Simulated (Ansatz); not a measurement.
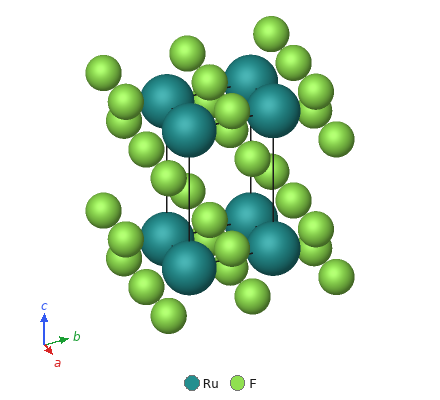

The structure; the drawing may span several cells.

Given this structure, the geometry relaxed at fixed volume with DFT PBEsol, scalar-relativistic, plane waves, PAW in Ansatz; the starting structure was generated, so it need not be a known form of this composition, written in its standard cell:

```yaml
crystal:
  lattice:
    - [3.22117, 0.00000, 0.00000]
    - [-1.61059, 2.78962, 0.00000]
    - [0.00000, 0.00000, 4.10156]
  atoms:
    - { symbol: Ru, position: [0.00000, 0.00000, 0.00000] }
    - { symbol: F, position: [0.66667, 0.33333, 0.23173] }
    - { symbol: F, position: [0.33333, 0.66667, 0.76827] }
```

Predict the [100] zone-axis pattern (200 kV, kinematic, B = 0.8 Å²).

Answer. The spots form a rectangular net whose two shortest vectors correspond to d = 4.10 Å and 2.79 Å, 90.0° apart. They are 0 0 1 and 0 1 0. The pattern has symmetry 2. No reflection of this zone is absent.

Strongest reflections with d > 1.07 Å, one of each family (|F|² from tabulated Gaussian fits of the electron scattering factors, times a small damping for the curvature of the Ewald sphere):

```csv
hkl,d (Å),I (strongest = 100)
0 0 1,4.102,100
0 1 -1,2.307,86
0 1 -2,1.652,42
0 1 0,2.790,32
0 1 2,1.652,29
0 2 1,1.321,26
```

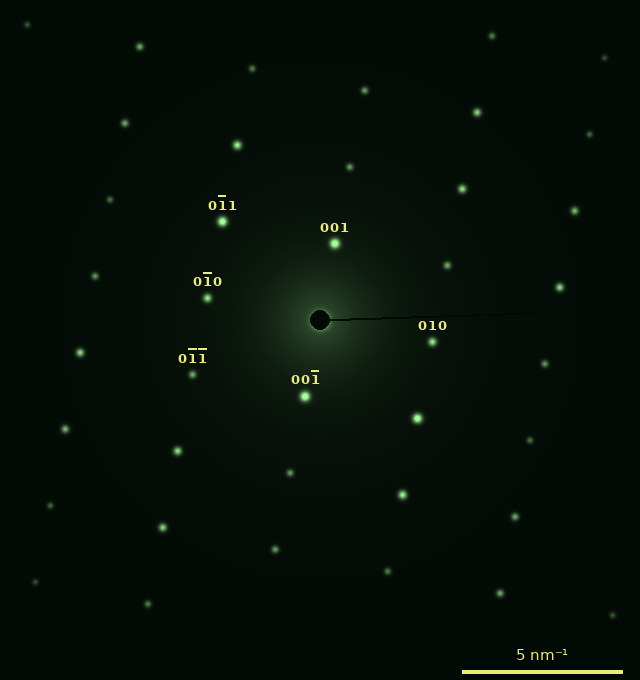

Calculated pattern, seen from the source side with [100] pointing towards the source.
